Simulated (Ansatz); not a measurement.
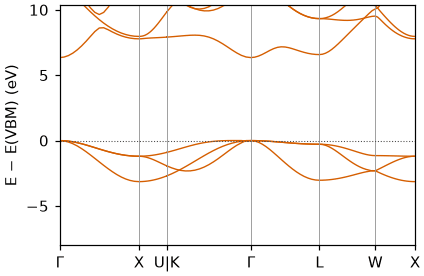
*Band structure from plane-wave PAW PBEsol (Ansatz code)*

Problem. Read off the gap and where the band edges lie.

Solution. About 6.3 eV (6.35 eV by a search for the band edges); maximum on the K–Γ line, 79 % of the way from K, minimum at Γ.

The material is LiCl (rock salt, Fm-3m).

Symmetry was held in the PBEsol relaxation.

Potentials: the later of the program's two PAW sets.
